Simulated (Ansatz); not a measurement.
# A computed series for As: thickness series

Start from As in the A7 type structure (space group R-3m, No. 166; a = 3.746 Å, c = 9.752 Å (hexagonal axes); layered).

Free-standing slabs (2 atom(s) a layer) normal to the stacking axis with 15 Å of vacuum; in-plane cell relaxed.

Calculations: PBEsol-D3(BJ) (Ansatz, a program for electronic structure, PAW, scalar-relativistic without spin-orbit coupling).

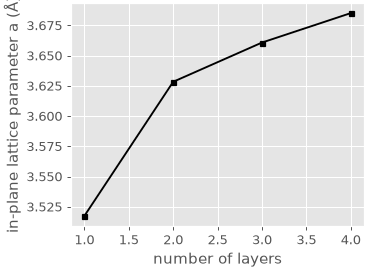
*in-plane lattice parameter a against number of layers*

### Question
From the plot, what is the in-plane lattice parameter a for 3 layers?

### Answer
About 3.66 Å.

### Question
Is the trend monotonic over the range shown?

### Answer
Yes, it rises throughout, spanning 3.517 Å to 3.685 Å.

Whether these cells are dynamically stable was not tested.
